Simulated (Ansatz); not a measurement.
Geometry relaxation of MoHCl5F2 (part 2 of 2)

The same run, continued: MoHCl5F2; RKS PBE/def2-SVP (Ansatz 0.2.0). The input holds or restrains some coordinates. It belongs to a series of runs on one base structure; here: pulled along the bonds that form and break, towards end B.

Geometry of the input (Å):
```
Mo 0.0000  0.0000  0.0000
F  0.0000  0.0000  2.1200
Cl 2.3100  0.0000  0.0000
Cl 0.0000  2.3100  0.0000
Cl -2.3100  0.0000  0.0000
F  0.0000  -1.7700  0.0000
Cl 0.0000  0.0000  -2.3100
Cl 1.7152  1.7868  0.8230
H  0.8537  0.8894  1.9810
```

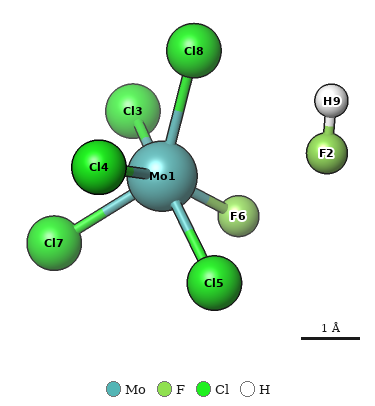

*The geometry at step 10 of the log (ball-and-stick view, seen at a tilt; atoms are numbered from 1 in the order of the input).*

## Trajectory as extended XYZ, continued
```
9
Properties=species:S:1:pos:R:3:forces:R:3 step=2 energy=-69865.25110
Mo    0.0531    0.0481   -0.1231   -0.6968  -0.5209   0.9672
F     0.0212    0.0221    2.2850    2.1772   2.2184  -1.0618
Cl    2.3602   -0.0781   -0.0394    3.7276  -6.4595  -2.5762
Cl   -0.0766    2.3679   -0.0419   -6.9200   4.2647  -2.8936
Cl   -2.3046    0.0027    0.0021    0.4230   0.1030   0.2147
F     0.0005   -1.7720    0.0061   -0.0753  -0.6779   0.5334
Cl   -0.0002    0.0020   -2.3315    0.0243   0.1373  -1.4543
Cl    1.7631    1.8428    0.7499    3.0565   2.8213   5.3727
H     0.7522    0.7808    2.1067   -1.7164  -1.8863   0.8979
9
Properties=species:S:1:pos:R:3:forces:R:3 step=3 energy=-69866.52289
Mo    0.1280    0.1173   -0.2161   -0.9184  -0.9396   2.0230
F     0.0377    0.0392    2.4303   -1.4377  -1.5411  -0.2380
Cl    2.4139   -0.1647   -0.0682    2.9978  -5.2685  -1.6553
Cl   -0.1721    2.4253   -0.0741   -5.7970   3.0661  -1.9459
Cl   -2.2866    0.0040    0.0050    0.9793   0.1381   0.1904
F    -0.0011   -1.7525    0.0137    0.0775   0.8728   0.3523
Cl    0.0017    0.0046   -2.3647    0.0836   0.1446  -2.1261
Cl    1.7934    1.8664    0.6493    2.2242   1.7093   3.3504
H     0.6539    0.6767    2.2387    1.7907   1.8183   0.0492
9
Properties=species:S:1:pos:R:3:forces:R:3 step=4 energy=-69868.14754
Mo    0.2111    0.2031   -0.2684   -1.4658  -1.4511   0.6376
F     0.0000   -0.0008    2.5795   -0.8970  -0.9758  -0.3415
Cl    2.5029   -0.3330   -0.1072    1.0339  -3.0581  -0.7928
Cl   -0.3491    2.5070   -0.1187   -3.3924   0.9378  -1.0073
Cl   -2.2240    0.0138    0.0150    1.1019   0.1591   0.1939
F     0.0096   -1.6812    0.0269    0.2542   1.4284   0.2155
Cl    0.0119    0.0166   -2.4416    0.2647   0.2745  -0.9872
Cl    1.7872    1.8478    0.5454    1.8749   1.4216   2.0050
H     0.6193    0.6429    2.3831    1.2256   1.2636   0.0768
9
Properties=species:S:1:pos:R:3:forces:R:3 step=5 energy=-69869.22373
Mo    0.2414    0.2530   -0.3222   -1.0994  -1.1290   0.3860
F    -0.0106   -0.0167    2.6069   -0.0301  -0.0435  -0.5097
Cl    2.5021   -0.5239   -0.1401    0.0569  -1.4207  -0.5430
Cl   -0.5437    2.5026   -0.1635   -1.4927   0.1159  -0.6163
Cl   -2.1316    0.0331    0.0520    0.5426  -0.1473   0.0898
F     0.0372   -1.5836    0.0599   -0.0668   0.7160   0.1146
Cl    0.0626    0.0636   -2.5131    0.2857   0.2727  -0.4722
Cl    1.7820    1.8305    0.5319    1.4939   1.3362   1.3483
H     0.6295    0.6576    2.5023    0.3100   0.2997   0.2025
9
Properties=species:S:1:pos:R:3:forces:R:3 step=6 energy=-69869.76345
Mo    0.2535    0.2883   -0.3201   -0.5897  -0.5692   0.0499
F     0.0141    0.0083    2.6134   -0.0033   0.0137  -0.4697
Cl    2.4593   -0.6859   -0.2391   -0.2296  -0.4014  -0.3863
Cl   -0.6887    2.4843   -0.2675   -0.4768  -0.1427  -0.4091
Cl   -2.0760   -0.0280    0.0722   -0.0161   0.0245   0.0602
F     0.0001   -1.5134    0.0941    0.0711  -0.0552   0.1422
Cl    0.1566    0.1527   -2.5390    0.1807   0.1812  -0.0582
Cl    1.7856    1.8263    0.5936    0.8363   0.7414   0.9663
H     0.6643    0.6837    2.6066    0.2275   0.2076   0.1047
9
Properties=species:S:1:pos:R:3:forces:R:3 step=7 energy=-69870.01457
Mo    0.2559    0.2991   -0.3129   -0.0535  -0.1378   0.1352
F     0.0337    0.0478    2.6191    0.4340   0.4402  -0.2536
Cl    2.4166   -0.7672   -0.4110   -0.0185   0.0436  -0.2889
Cl   -0.7732    2.4499   -0.4383    0.0421   0.0396  -0.2784
Cl   -2.0644   -0.0361    0.0905   -0.1171  -0.0852   0.0700
F     0.0031   -1.4955    0.1285   -0.0880  -0.1538   0.1688
Cl    0.2349    0.2265   -2.5469   -0.0312   0.0049  -0.0306
Cl    1.7560    1.7893    0.7096    0.1702   0.1850   0.6229
H     0.7063    0.7025    2.7755   -0.3379  -0.3364  -0.1454
9
Properties=species:S:1:pos:R:3:forces:R:3 step=8 energy=-69870.15568
Mo    0.2784    0.3106   -0.3129   -0.0539  -0.1339   0.0712
F    -0.0133    0.0605    2.6164    0.4780   0.4370  -0.0022
Cl    2.4228   -0.7424   -0.6093   -0.0226   0.1836  -0.1576
Cl   -0.7385    2.4522   -0.5831    0.1599  -0.0101  -0.1259
Cl   -2.0347   -0.0301    0.1375   -0.0539   0.0562   0.0003
F     0.0486   -1.4659    0.2150    0.0750  -0.0346   0.1610
Cl    0.2058    0.2154   -2.5560   -0.1490  -0.0934  -0.1265
Cl    1.7348    1.7414    0.8236    0.0046  -0.0107   0.4547
H     0.6650    0.6744    2.8827   -0.4382  -0.3942  -0.2750
9
Properties=species:S:1:pos:R:3:forces:R:3 step=9 energy=-69870.29356
Mo    0.3034    0.3202   -0.3223   -0.1126  -0.2424   0.0290
F    -0.0516    0.0389    2.6104    0.1048   0.1490   0.0911
Cl    2.4440   -0.6692   -0.7888   -0.1599   0.1918  -0.0427
Cl   -0.6616    2.4654   -0.6970    0.2203  -0.0385   0.0085
Cl   -2.0081    0.0013    0.1551    0.0888   0.0486  -0.0683
F     0.1205   -1.4254    0.3379    0.2263   0.2936  -0.0233
Cl    0.1198    0.1630   -2.5712   -0.1913  -0.1879  -0.1225
Cl    1.7186    1.6840    0.9248   -0.0450  -0.0869   0.3036
H     0.5841    0.6381    2.9650   -0.1315  -0.1273  -0.1754
9
Properties=species:S:1:pos:R:3:forces:R:3 step=10 energy=-69870.43726
Mo    0.3374    0.3432   -0.3272   -0.2488  -0.3513  -0.1266
F    -0.1295    0.0166    2.5919    0.0113   0.0739   0.2143
Cl    2.4728   -0.5587   -0.9257   -0.2063   0.2512  -0.0293
Cl   -0.5460    2.4940   -0.7752    0.2463  -0.0645  -0.0100
Cl   -1.9554    0.0430    0.1901    0.0962   0.0750  -0.0552
F     0.2120   -1.3841    0.3899    0.2572   0.3242  -0.0684
Cl   -0.0287    0.0332   -2.5572   -0.0879  -0.1397  -0.0357
Cl    1.7171    1.6398    1.0203   -0.0211  -0.1175   0.2283
H     0.4892    0.5891    3.0071   -0.0469  -0.0512  -0.1174
9
Properties=species:S:1:pos:R:3:forces:R:3 step=11 energy=-69870.56578
Mo    0.3204    0.3426   -0.3320    0.0015  -0.1753  -0.3637
F    -0.1872    0.0227    2.5889   -0.2206  -0.0999   0.2506
Cl    2.4678   -0.4065   -1.0437   -0.1032   0.1124  -0.1020
Cl   -0.4077    2.5206   -0.8460    0.1078  -0.1190  -0.0412
Cl   -1.9463    0.0685    0.2158    0.1729   0.0592  -0.1203
F     0.3039   -1.3622    0.4434    0.1197   0.3187  -0.0969
Cl   -0.1120   -0.0708   -2.5570   -0.1800  -0.1174   0.1696
Cl    1.7032    1.5580    1.0802   -0.0070  -0.0577   0.3169
H     0.4268    0.5433    3.0643    0.1089   0.0790  -0.0130
9
Properties=species:S:1:pos:R:3:forces:R:3 step=12 energy=-69870.67475
Mo    0.3537    0.3677   -0.3173   -0.1591  -0.3958  -0.5532
F    -0.2574    0.0222    2.5866   -0.2879  -0.1143   0.2764
Cl    2.4691   -0.2958   -1.1627   -0.2019   0.2251  -0.1083
Cl   -0.3095    2.5290   -0.9078    0.2501   0.0067   0.0259
Cl   -1.9038    0.0974    0.1654   -0.0076   0.0316   0.1664
F     0.3938   -1.3255    0.4735    0.1153   0.2797  -0.0191
Cl   -0.2591   -0.1825   -2.4902    0.1384  -0.1118  -0.0021
Cl    1.7185    1.5088    1.1671    0.0144  -0.0088   0.1890
H     0.3635    0.4950    3.0994    0.1383   0.0877   0.0250
9
Properties=species:S:1:pos:R:3:forces:R:3 step=13 energy=-69870.78049
Mo    0.3572    0.3806   -0.3058   -0.0971  -0.2801  -0.9111
F    -0.2882   -0.0674    2.5810   -0.1018  -0.0387   0.5183
Cl    2.4778   -0.1222   -1.2616   -0.3621   0.2088  -0.0119
Cl   -0.1687    2.5430   -1.0387    0.2606  -0.2152   0.0734
Cl   -1.8814    0.2082    0.2613    0.1017   0.0898   0.0684
F     0.4550   -1.3218    0.4547    0.0850   0.2877  -0.0724
Cl   -0.3454   -0.3396   -2.4379    0.1998  -0.0016   0.2856
Cl    1.6943    1.4752    1.2400   -0.0824  -0.0134   0.1270
H     0.2682    0.4602    3.1210   -0.0037  -0.0372  -0.0774
9
Properties=species:S:1:pos:R:3:forces:R:3 step=14 energy=-69870.87422
Mo    0.3487    0.3762   -0.3093    0.0749  -0.0531  -0.9267
F    -0.3121   -0.1016    2.5675   -0.0992  -0.0852   0.7180
Cl    2.4362    0.0413   -1.3585   -0.1312   0.0630   0.0753
Cl   -0.0125    2.5292   -1.1211   -0.0030  -0.1187  -0.0824
Cl   -1.8648    0.3089    0.3060    0.0071   0.1158   0.0212
F     0.5097   -1.3139    0.4558    0.1029   0.1809  -0.0450
Cl   -0.3879   -0.4748   -2.3703    0.0143   0.0028   0.1490
Cl    1.6237    1.4595    1.2870    0.0884  -0.0149   0.2320
H     0.2280    0.3915    3.1570   -0.0543  -0.0906  -0.1415
9
Properties=species:S:1:pos:R:3:forces:R:3 step=15 energy=-69870.92806
Mo    0.3470    0.4041   -0.3146    0.0867   0.0758  -1.0148
F    -0.3039   -0.2114    2.5408   -0.2006  -0.1521   0.7583
Cl    2.4367    0.0946   -1.3444   -0.0827   0.0286   0.0504
Cl    0.0414    2.5131   -1.2535    0.0254  -0.1029  -0.0611
Cl   -1.8482    0.4585    0.3505   -0.0047   0.0876   0.0452
F     0.5330   -1.2592    0.4863    0.0983   0.0114  -0.1401
Cl   -0.4234   -0.5672   -2.3057    0.0190   0.0091   0.1436
Cl    1.5500    1.5171    1.3174    0.0234   0.0405   0.2405
H     0.2363    0.2666    3.1372    0.0353   0.0021  -0.0220
9
Properties=species:S:1:pos:R:3:forces:R:3 step=16 energy=-69870.98935
Mo    0.3461    0.4286   -0.3258    0.0193   0.2718  -1.0808
F    -0.2863   -0.3128    2.5175   -0.2242  -0.2526   0.7934
Cl    2.4428    0.1620   -1.3300   -0.0064   0.0211   0.0781
Cl    0.1128    2.4849   -1.4163   -0.0103  -0.2406   0.0544
Cl   -1.8205    0.6333    0.4368    0.1818   0.0421  -0.0934
F     0.5814   -1.2374    0.4452    0.0543  -0.0318  -0.0510
Cl   -0.4707   -0.6678   -2.2322   -0.0437   0.1221   0.1945
Cl    1.4412    1.5727    1.3693   -0.0219   0.0402   0.0956
H     0.2221    0.1525    3.1495    0.0511   0.0277   0.0093
9
Properties=species:S:1:pos:R:3:forces:R:3 step=17 energy=-69871.01195
Mo    0.3620    0.4452   -0.3165   -0.0754   0.3406  -0.9795
F    -0.3123   -0.4395    2.4683   -0.3472  -0.4651   0.5725
Cl    2.4754    0.2172   -1.2958   -0.0385   0.0224   0.0153
Cl    0.1642    2.4064   -1.5464    0.0264  -0.0189  -0.0064
Cl   -1.7623    0.8091    0.5112    0.1119  -0.0078  -0.1011
F     0.7075   -1.2133    0.4109    0.0249  -0.1696   0.0692
Cl   -0.5931   -0.7168   -2.0949    0.0084   0.0054   0.0222
Cl    1.3464    1.6395    1.4068    0.0631   0.0712   0.1874
H     0.1810    0.0683    3.0705    0.2264   0.2218   0.2204
9
Properties=species:S:1:pos:R:3:forces:R:3 step=18 energy=-69871.01471
Mo    0.3423    0.4538   -0.3137    0.2336   0.0097  -0.9446
F    -0.2873   -0.4429    2.4773   -0.3701  -0.3870   0.5802
Cl    2.4699    0.2224   -1.2641   -0.0090  -0.0126   0.0154
Cl    0.1837    2.4005   -1.5716   -0.0344  -0.0127   0.0215
Cl   -1.7742    0.8225    0.4838   -0.0370   0.0118   0.0303
F     0.6801   -1.2219    0.4091   -0.0194   0.1254  -0.0515
Cl   -0.5898   -0.7160   -2.0992   -0.0091   0.0117  -0.0010
Cl    1.3154    1.6580    1.4098    0.0523   0.0765   0.1783
H     0.2288    0.0399    3.0826    0.1931   0.1771   0.1714
```
